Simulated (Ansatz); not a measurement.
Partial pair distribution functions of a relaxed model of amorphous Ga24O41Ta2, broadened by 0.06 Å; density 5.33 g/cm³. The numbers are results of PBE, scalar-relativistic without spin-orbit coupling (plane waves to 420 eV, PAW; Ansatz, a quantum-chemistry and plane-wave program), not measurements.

The cell was made by melting and quenching with the CHGNet potential and then relaxed with DFT. O atoms were pushed apart under 1.9 Å during the dynamics, to hinder bonds among them. The hot cell started wider than the set density and was brought back towards it in steps. It is the lowest in DFT energy of 2 quenches. It is a model cell: composition and starting density were chosen by hand, and all elements were melted together. No dispersion term was used. Its density started from a set value of 5.33 and ended at 5.33 g/cm³. Cooling (nominally 330 K/ps over its main leg) ran many orders faster than in experiment, which tends to leave more defects and strain. One small periodic cell is one sample of the glass; other quenches scatter about these values. The volume was held where the preparation left it and the shape relaxed, at a PBE pressure of 0.5 GPa. Stress components on the final sampling reach 0.6 GPa.

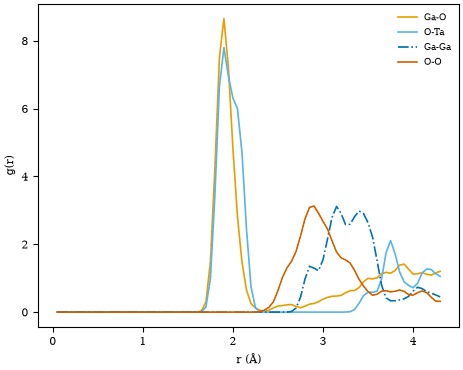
Fig. 1. Partial pair distribution functions

Highest peaks under 4.5 Å: Ga-O near 1.90 Å, O-Ta near 1.90 Å, Ga-Ga near 3.15 Å, O-O near 2.90 Å; pairs of few atoms are noisy.

Within 2.30 Å each Ga has 4.50 O neighbours on average.
